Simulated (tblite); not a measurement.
Frequency calculation of C3H5F2OS2Si

C3H5F2OS2Si, multiplicity 2, computed with GFN2-xTB harmonic vibrations, gas phase (tblite 0.8.0).

It belongs to a series of runs on one base structure; here: H removed from sp3 C.

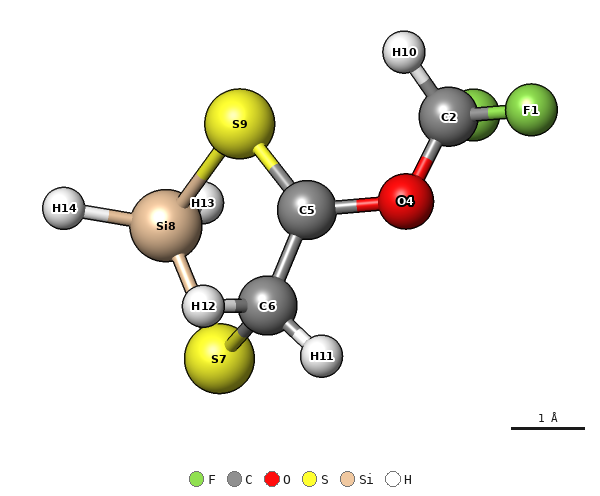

The structure (ball-and-stick view, seen at a tilt; atoms are numbered from 1 in the order of the input). Bond lengths as drawn: C–C 1.44 Å, C–F 1.34 to 1.35 Å, C–H 1.09 to 1.10 Å, C–O 1.35 to 1.38 Å, C–S 1.71 to 1.93 Å, H–Si 1.45 Å and S–Si 2.11 to 2.22 Å.

Results in brief

```json
{"quantity": "outcome", "value": "converged"}
{"quantity": "total energy", "value": "−836.3002 eV"}
{"quantity": "zero-point energy", "value": "48.5840 kcal/mol"}
{"quantity": "hardware", "value": "1 CPU thread, shared host"}
{"quantity": "wall time", "value": "1.2 s"}
{"quantity": "peak memory", "value": "0.18 GiB"}
```

The input
```
{"job": {"kind": "ir", "xc": "GFN2-xTB", "basis": "xTB"}, "charge": 0, "multiplicity": 2}
F     -3.580336    -0.193170    -0.458967
C     -2.341900    -0.546225    -0.096035
F     -2.079719    -1.712033    -0.734716
O     -1.493563     0.428050    -0.495780
C     -0.290511     0.574597     0.167347
C      0.639487     1.515986    -0.409246
S      2.182836     0.608608    -1.131043
Si     2.269304    -0.848635     0.397272
S      0.263943    -0.580472     1.306021
H     -2.325590    -0.747247     0.990234
H      0.202122     2.068190    -1.235535
H      1.086504     2.185435     0.320778
H      2.278198    -2.198477    -0.124787
H      3.188547    -0.555078     1.482292
```

The first line tells a small driver script what to run in tblite; the rest is the geometry in Å.

Command:
```bash
OMP_NUM_THREADS=1 python <driver script> task.json out
```

Output
```
mode    cm-1     km/mol
  1      27.1      1.41
  2      41.9      1.72
  3      73.6      6.81
  4     100.1      1.78
  5     163.0      4.54
  6     251.1      5.44
  7     260.8      6.17
  8     328.2      2.40
  9     375.3     16.92
 10     391.5      7.38
 11     444.2     60.98
 12     474.2     44.15
 13     489.6     10.80
 14     515.9     23.75
 15     537.0     17.33
 16     553.6     17.45
 17     581.6      3.17
 18     630.0    209.36
 19     715.4     39.28
 20     742.7    212.58
 21     852.0      3.57
 22     987.5    206.38
 23    1031.3     35.22
 24    1082.6    116.09
 25    1118.7    418.29
 26    1137.5     46.27
 27    1179.2    129.72
 28    1259.9    193.10
 29    1265.3     14.61
 30    1288.6      5.57
 31    1409.8     13.60
 32    2352.9    170.39
 33    2397.1    121.21
 34    2880.2     27.90
 35    3000.1      2.76
 36    3045.6      0.58
```

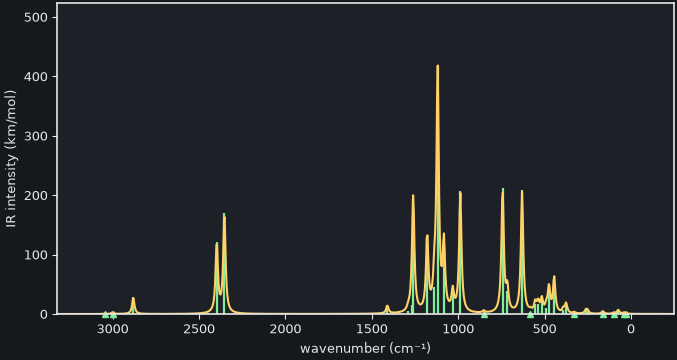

Harmonic infrared spectrum, unscaled: sticks (degenerate modes added up, dark ones marked on the axis) with a Lorentzian envelope of 16 cm⁻¹ full width, scaled to the tallest stick. 36 modes from 27 to 3046 cm⁻¹, none imaginary. The strongest line is at 1119 cm⁻¹ (418 km/mol).
